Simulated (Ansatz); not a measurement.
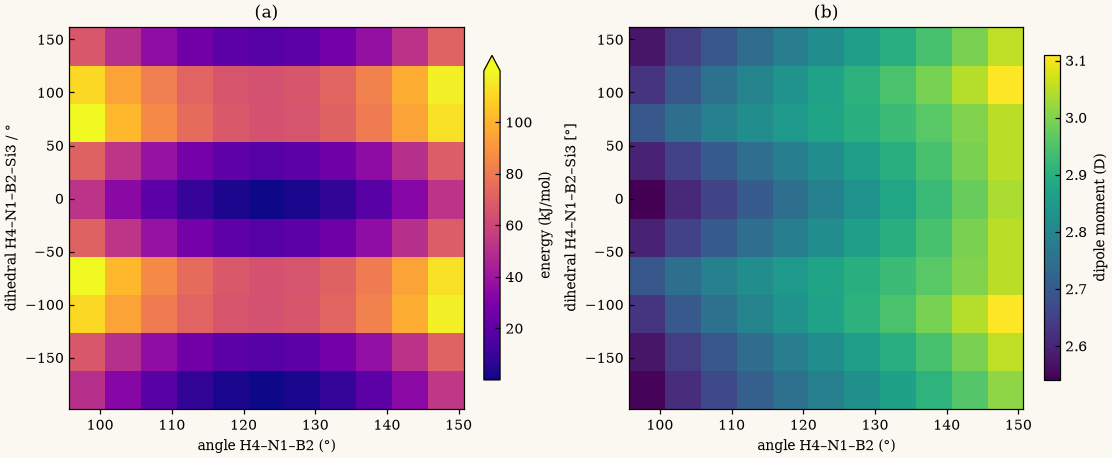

BH5NSi, SMILES N[B][SiH3], spin multiplicity 2. 
- The first coordinate is: angle H4–N1–B2; the second: dihedral H4–N1–B2–Si3.
- Nothing is relaxed (all other coordinates rigid).
- The scan uses an 11 × 10 grid.
- Points are written as (first, second).
- Energies are in kJ/mol, from the relaxed molecule at the same level.
- Level of theory: UKS PBE0-D4/def2-TZVP in Ansatz 0.2.0.

Panel (a) is the energy and panel (b) the computed dipole moment on the same grid.

Drawn: one coloured cell a grid point, one colour for all values above the top of the scale.

Q: How does the dipole moment vary over the map, and what is it at the lowest grid point?

A: Leaving out the highest fifth of the energies, it runs from 2.54 D at (98.2°, 0°) to 3.05 D at (148.2°, −144°). At the lowest grid point, (123.2°, −180°), it is 2.79 D.

| dihedral H4–N1–B2–Si3 ↓, angle H4–N1–B2 → | 98.2 | 103.2 | 108.2 | 113.2 | 118.2 | 123.2 | 128.2 | 133.2 | 138.2 | 143.2 | 148.2 |
| --- | --- | --- | --- | --- | --- | --- | --- | --- | --- | --- | --- |
| 144 | 2.57 | 2.64 | 2.70 | 2.74 | 2.78 | 2.82 | 2.86 | 2.90 | 2.94 | 2.99 | 3.05 |
| 108 | 2.63 | 2.70 | 2.75 | 2.79 | 2.83 | 2.87 | 2.91 | 2.95 | 2.99 | 3.05 | 3.11 |
| 72 | 2.69 | 2.75 | 2.79 | 2.82 | 2.85 | 2.87 | 2.90 | 2.93 | 2.96 | 3.00 | 3.05 |
| 36 | 2.60 | 2.65 | 2.70 | 2.74 | 2.78 | 2.82 | 2.86 | 2.90 | 2.94 | 2.99 | 3.05 |
| 0 | 2.54 | 2.60 | 2.66 | 2.70 | 2.75 | 2.79 | 2.83 | 2.88 | 2.92 | 2.98 | 3.04 |
| −36 | 2.60 | 2.65 | 2.70 | 2.74 | 2.78 | 2.82 | 2.86 | 2.90 | 2.94 | 2.99 | 3.05 |
| −72 | 2.69 | 2.75 | 2.79 | 2.82 | 2.85 | 2.87 | 2.90 | 2.93 | 2.96 | 3.00 | 3.05 |
| −108 | 2.63 | 2.70 | 2.75 | 2.79 | 2.83 | 2.87 | 2.91 | 2.95 | 2.99 | 3.05 | 3.11 |
| −144 | 2.57 | 2.64 | 2.70 | 2.74 | 2.78 | 2.82 | 2.86 | 2.90 | 2.94 | 2.99 | 3.05 |
| −180 | 2.55 | 2.61 | 2.67 | 2.71 | 2.75 | 2.79 | 2.82 | 2.86 | 2.91 | 2.96 | 3.01 |
